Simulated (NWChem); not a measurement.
**One shape, several levels: C2H5AlCl2O (SMILES CC[O][Al]([Cl])[Cl])**

Wanted: a comparison of 5 runs (HF/STO-3G, HF/3-21G, HF/6-31G, B3LYP/6-31G*) of C2H5AlCl2O. 

The results are computed with NWChem 7.3.0.

## Step 1: The molecule

C2H5AlCl2O: 11 atoms, total charge 0, spin state singlet. As SMILES, `CC[O][Al]([Cl])[Cl]`. Geometry: relaxed at PBE0-D4/def2-TZVP. This is one conformer, not always the lowest.

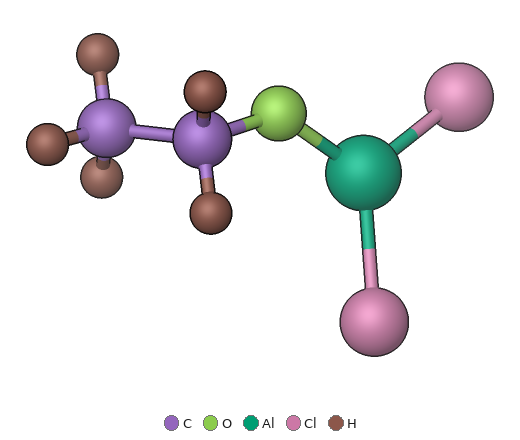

The structure, seen from a chosen angle (carbon purple, oxygen green, aluminium teal, chlorine pink, hydrogen brown).

## Step 2: Energy and forces at HF/STO-3G (run 1)

Input file test.xyz:

```xyz
11

C      0.004900    -1.395000     0.879400
C      0.811900    -0.306800     0.211400
O      0.097200     0.907000     0.189100
Al    -0.696900     1.794300    -0.974700
Cl    -0.725100     1.164300    -2.957800
Cl    -1.659200     3.546300    -0.431100
H      0.587100    -2.318000     0.939900
H     -0.907400    -1.604900     0.315200
H     -0.277000    -1.096300     1.890900
H      1.742000    -0.135500     0.763900
H      1.088000    -0.612500    -0.805600
```

Input file test.nw:

```
start test
memory total 2200 mb

geometry noautosym nocenter noautoz
  load test.xyz
end

basis spherical bse
  * library STO-3G
end

scf
  singlet
  rhf
  thresh 1e-08
  maxiter 80
end

task scf gradient
```

Started as:

```sh
$ nwchem test.nw > test.out
```

The log of the run:

```text
[...]
  functions       =    47
[...]
  wavefunction    = RHF
[...]
         Total SCF energy =  -1299.980399207348
      One-electron energy =  -2614.327123141861
      Two-electron energy =    907.161260876925
 Nuclear repulsion energy =    407.185463057588
        Time for solution =      3.3s
[...]
                         RHF ENERGY GRADIENTS
    atom               coordinates                        gradient
                 x          y          z           x          y          z
   1 C       0.009260  -2.636168   1.661825    0.015999   0.027748  -0.014060
   2 C       1.534269  -0.579768   0.399488   -0.009338  -0.023143   0.024877
   3 O       0.183681   1.713981   0.357347    0.022097  -0.035078   0.007906
   4 Al     -1.316950   3.390735  -1.841916   -0.016183   0.023199  -0.012165
   5 Cl     -1.370240   2.200208  -5.589432    0.000214  -0.003522  -0.008886
   6 Cl     -3.135433   6.701535  -0.814661   -0.004381   0.007608   0.001658
   7 H       1.109458  -4.380385   1.776153    0.003552  -0.005206   0.000089
   8 H      -1.714737  -3.032821   0.595642   -0.004836  -0.001103  -0.003366
   9 H      -0.523454  -2.071707   3.573283   -0.001383   0.001545   0.005023
  10 H       3.291903  -0.256058   1.443562   -0.002692   0.002557  -0.001083
  11 H       2.056022  -1.157457  -1.522363   -0.003050   0.005396   0.000006
[...]
```

Wall time 5.1 s (1 thread of AMD EPYC 9R14 (Zen 4), shared host); peak memory 0.097 GiB.

## Step 3: Energy and forces at HF/3-21G (run 2)

Input file c2h5alcl2o.nw:

```
start c2h5alcl2o
title "C2H5AlCl2O"
memory total 2200 mb

geometry units angstroms noautosym nocenter noautoz
  C     0.004900   -1.395000    0.879400
  C     0.811900   -0.306800    0.211400
  O     0.097200    0.907000    0.189100
  Al   -0.696900    1.794300   -0.974700
  Cl   -0.725100    1.164300   -2.957800
  Cl   -1.659200    3.546300   -0.431100
  H     0.587100   -2.318000    0.939900
  H    -0.907400   -1.604900    0.315200
  H    -0.277000   -1.096300    1.890900
  H     1.742000   -0.135500    0.763900
  H     1.088000   -0.612500   -0.805600
end

basis "ao basis" spherical bse
  * library 3-21G
end

scf
  thresh 1e-08
  maxiter 80
end

task scf gradient
```

Started as:

```sh
$ nwchem c2h5alcl2o.nw > c2h5alcl2o.out
```

The log of the run:

```text
[...]
  functions       =    76
[...]
  wavefunction    = RHF
[...]
         Total SCF energy =  -1308.049086281551
      One-electron energy =  -2619.642078366556
      Two-electron energy =    904.407529027417
 Nuclear repulsion energy =    407.185463057587
        Time for solution =      4.6s
[...]
                         RHF ENERGY GRADIENTS
    atom               coordinates                        gradient
                 x          y          z           x          y          z
   1 C       0.009260  -2.636168   1.661825    0.008212   0.012489  -0.007098
   2 C       1.534269  -0.579768   0.399488   -0.028337   0.008739  -0.000703
   3 O       0.183681   1.713981   0.357347    0.010438  -0.011306   0.009795
   4 Al     -1.316950   3.390735  -1.841916   -0.013749   0.013563  -0.027598
   5 Cl     -1.370240   2.200208  -5.589432    0.000140   0.011169   0.033297
   6 Cl     -3.135433   6.701535  -0.814661    0.016846  -0.030581  -0.008973
   7 H       1.109458  -4.380385   1.776153    0.003440  -0.005102   0.000480
   8 H      -1.714737  -3.032821   0.595642   -0.004467  -0.001378  -0.002864
   9 H      -0.523454  -2.071707   3.573283   -0.001849   0.000703   0.006420
  10 H       3.291903  -0.256058   1.443562    0.007315   0.002717   0.004283
  11 H       2.056022  -1.157457  -1.522363    0.002011  -0.001012  -0.007040
[...]
```

Run time: 6.9 s. Hardware: 1 thread of AMD EPYC 9R14 (Zen 4), shared host; peak memory 0.097 GiB.

Run 3 isn't shown in full; the table further down has it.

## Step 4: Energy and forces at B3LYP/6-31G(d) (spherical functions) (run 4)

Input file c2h5alcl2o.xyz:

```xyz
11
C2H5AlCl2O
C      0.004900    -1.395000     0.879400
C      0.811900    -0.306800     0.211400
O      0.097200     0.907000     0.189100
Al    -0.696900     1.794300    -0.974700
Cl    -0.725100     1.164300    -2.957800
Cl    -1.659200     3.546300    -0.431100
H      0.587100    -2.318000     0.939900
H     -0.907400    -1.604900     0.315200
H     -0.277000    -1.096300     1.890900
H      1.742000    -0.135500     0.763900
H      1.088000    -0.612500    -0.805600
```

Input file c2h5alcl2o.nw:

```
echo
start c2h5alcl2o
title "C2H5AlCl2O"
memory total 2200 mb

geometry units angstrom noautosym nocenter noautoz
   load c2h5alcl2o.xyz
end

basis spherical bse
   * library 6-31G*
end

dft
   xc b3lyp
   grid fine
   convergence energy 1e-08
   iterations 100
   mulliken
end

task dft gradient
```

Started as:

```sh
$ nwchem c2h5alcl2o.nw > c2h5alcl2o.out
```

The log of the run:

```text
[...]
          Wavefunction type:  closed shell.
          No. of atoms     :    11
          No. of electrons :    72
[...]
          Charge           :     0
          Spin multiplicity:     1
[...]
          AO basis - number of functions:   106
[...]
              XC Information
              --------------
                         B3LYP Method XC Potential
                     Hartree-Fock (Exact) Exchange  0.200
                        Slater Exchange Functional  0.800 local
                    Becke 1988 Exchange Functional  0.720 non-local
              Lee-Yang-Parr Correlation Functional  0.810
                  VWN I RPA Correlation Functional  0.190 local
[...]
 d= 0,ls=0.0,diis     1  -1317.3589124511 -1.72D+03  1.35D-02  8.17D-01     3.3
[...]
 d= 0,ls=0.0,diis     8  -1317.4537229251  6.25D-10  3.07D-06  2.02D-07    19.7
         Total DFT energy =    -1317.453722925145
      One electron energy =    -2628.926562979461
           Coulomb energy =     1001.025034098143
    Exchange-Corr. energy =      -96.737657101415
 Nuclear repulsion energy =      407.185463057588
[...]
  wavefunction    = closed shell
                         DFT ENERGY GRADIENTS
    atom               coordinates                        gradient
                 x          y          z           x          y          z
   1 C       0.009260  -2.636168   1.661825    0.002197   0.003460  -0.002041
   2 C       1.534269  -0.579768   0.399488   -0.006481   0.002633   0.002210
   3 O       0.183681   1.713981   0.357347   -0.001457  -0.001619  -0.008347
   4 Al     -1.316950   3.390735  -1.841916    0.002516  -0.002534   0.003806
   5 Cl     -1.370240   2.200208  -5.589432    0.000334   0.001771   0.007171
   6 Cl     -3.135433   6.701535  -0.814661    0.003350  -0.006087  -0.001879
   7 H       1.109458  -4.380385   1.776153   -0.001010   0.002091  -0.000280
   8 H      -1.714737  -3.032821   0.595642    0.002053   0.000537   0.000940
   9 H      -0.523454  -2.071707   3.573283    0.000756  -0.000350  -0.002137
  10 H       3.291903  -0.256058   1.443562   -0.001531  -0.000402  -0.000722
  11 H       2.056022  -1.157457  -1.522363   -0.000728   0.000499   0.001278
[...]
```

Wall time 30 s (1 thread of AMD EPYC 9R14 (Zen 4), shared host); peak memory 0.13 GiB.

## Step 5: Energy and gradient at B3LYP/6-31G(d) (Cartesian functions) (run 5)

Input file sp.nw:

```
start sp
title "C2H5AlCl2O"
memory stack 880 mb heap 220 mb global 1100 mb

geometry units angstroms noautosym nocenter noautoz
C        0.004900      -1.395000       0.879400
C        0.811900      -0.306800       0.211400
O        0.097200       0.907000       0.189100
Al      -0.696900       1.794300      -0.974700
Cl      -0.725100       1.164300      -2.957800
Cl      -1.659200       3.546300      -0.431100
H        0.587100      -2.318000       0.939900
H       -0.907400      -1.604900       0.315200
H       -0.277000      -1.096300       1.890900
H        1.742000      -0.135500       0.763900
H        1.088000      -0.612500      -0.805600
end

basis cartesian
* library 6-31G*
end

dft
xc b3lyp
grid fine
convergence energy 1e-08
maxiter 100
mulliken
noprint "final vectors analysis"
end

task dft gradient
```

Started as:

```sh
$ nwchem sp.nw > sp.out
```

The log of the run:

```text
[...]
          Wavefunction type:  closed shell.
          No. of atoms     :    11
          No. of electrons :    72
[...]
          Charge           :     0
          Spin multiplicity:     1
[...]
          AO basis - number of functions:   112
[...]
              XC Information
              --------------
                         B3LYP Method XC Potential
                     Hartree-Fock (Exact) Exchange  0.200
                        Slater Exchange Functional  0.800 local
                    Becke 1988 Exchange Functional  0.720 non-local
              Lee-Yang-Parr Correlation Functional  0.810
                  VWN I RPA Correlation Functional  0.190 local
[...]
 d= 0,ls=0.0,diis     1  -1317.3656757347 -1.72D+03  1.43D-02  1.10D+00     3.4
[...]
 d= 0,ls=0.0,diis    10  -1317.4644400242 -2.36D-09  1.96D-07  6.04D-10    25.9
         Total DFT energy =    -1317.464440024228
      One electron energy =    -2628.765148196739
           Coulomb energy =     1000.782653791461
    Exchange-Corr. energy =      -96.667408676538
 Nuclear repulsion energy =      407.185463057587
[...]
  wavefunction    = closed shell
                         DFT ENERGY GRADIENTS
    atom               coordinates                        gradient
                 x          y          z           x          y          z
   1 C       0.009260  -2.636168   1.661825    0.002126   0.003289  -0.001958
   2 C       1.534269  -0.579768   0.399488   -0.006499   0.003050   0.002116
   3 O       0.183681   1.713981   0.357347   -0.000889  -0.002304  -0.007784
   4 Al     -1.316950   3.390735  -1.841916    0.002184  -0.002200   0.003332
   5 Cl     -1.370240   2.200208  -5.589432    0.000323   0.001722   0.006992
   6 Cl     -3.135433   6.701535  -0.814661    0.003270  -0.005935  -0.001832
   7 H       1.109458  -4.380385   1.776153   -0.000993   0.002066  -0.000277
   8 H      -1.714737  -3.032821   0.595642    0.002014   0.000550   0.000914
   9 H      -0.523454  -2.071707   3.573283    0.000725  -0.000348  -0.002090
  10 H       3.291903  -0.256058   1.443562   -0.001508  -0.000421  -0.000704
  11 H       2.056022  -1.157457  -1.522363   -0.000754   0.000532   0.001290
[...]
```

Run time: 36 s. Hardware: 1 thread of AMD EPYC 9R14 (Zen 4), shared host; peak memory 0.13 GiB.

## Step 6: The series

```
run                               level  iteration cap  module   energy (Eh)  dipole moment (D)  HOMO energy (eV)  LUMO energy (eV)  wall time
  1                           HF/STO-3G             80     scf  -1299.980399               2.97             -9.50              7.26      5.1 s
  2                            HF/3-21G             80     scf  -1308.049086               3.18            -12.32              1.97      6.9 s
  3                            HF/6-31G             80     scf  -1314.438049               2.95            -12.48              1.64       22 s
  4  B3LYP/6-31G* (spherical functions)            100     dft  -1317.453723               2.22             -8.23             -1.08       30 s
  5  B3LYP/6-31G* (Cartesian functions)            100     dft  -1317.464440               2.22                 –                 –       36 s
```

## Step 7: Summary of results

| quantity | value |
| --- | --- |
| run 5: total energy | -1317.46444 Eh |
| run 5: dipole moment | 2.22 D |
| run 5: largest force on an atom | 0.420 eV/Å |

In words: The dipole moment (its size) runs from 2.22 D (B3LYP/6-31G*) to 3.18 D (HF/3-21G). The two ends differ in method and basis. Over runs 1, 2, 3, 4 the HOMO–LUMO gap runs from 7.16 eV (B3LYP/6-31G*) to 16.76 eV (HF/STO-3G). In run 1 the basis is minimal, so the values are rough. All runs together took 99 s, the longest 36 s.
